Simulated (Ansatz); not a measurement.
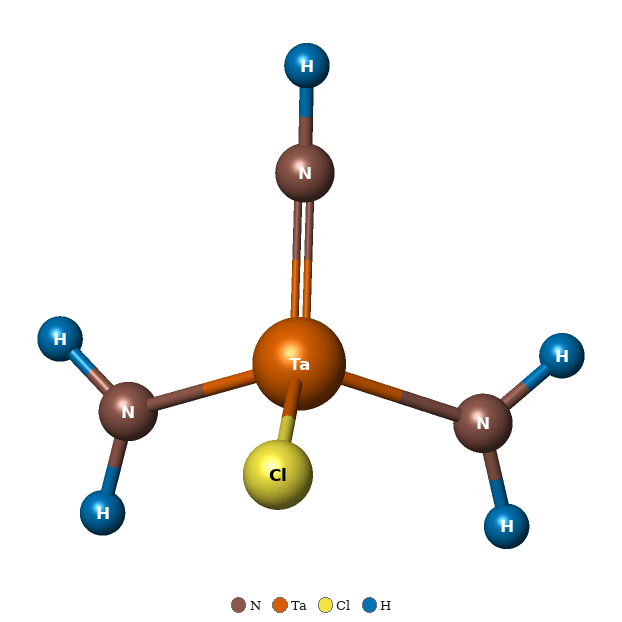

The species is neutral and a spin singlet. Sticks follow a distance rule. Harmonic vibrations computed with RKS PBE0-D4/def2-TZVP, core potentials on Ta (Ansatz 0.2.0) at a stationary point of the same level.

> How many imaginary frequencies does it have?

A minimum: no imaginary frequency, and the lowest mode lies at 135 cm⁻¹.

> List the wavenumbers.

24 modes: 135, 136, 183, 204, 227, 290, 365, 417, 473, 497, 536, 543, 578, 609, 677, 683, 1002, 1548, 1552, 3572, 3574, 3676, 3676, 3683 cm⁻¹.
